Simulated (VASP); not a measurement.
Band structure of AgCl (rock salt). Computed with SCAN meta-GGA, VASP's PBE PAW potentials (set 64) (plane waves; VASP).

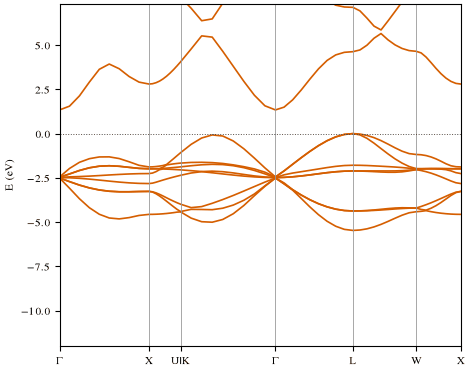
Figure. Bands along high-symmetry lines, zero at the valence-band maximum or, without a gap, the Fermi level

Read the plot: is there a gap, and where are the band edges?

The gap is indirect, 1.34 eV, from the valence maximum at L to the conduction minimum at Γ.

The compound is AgCl in the rock salt structure. It was relaxed first.
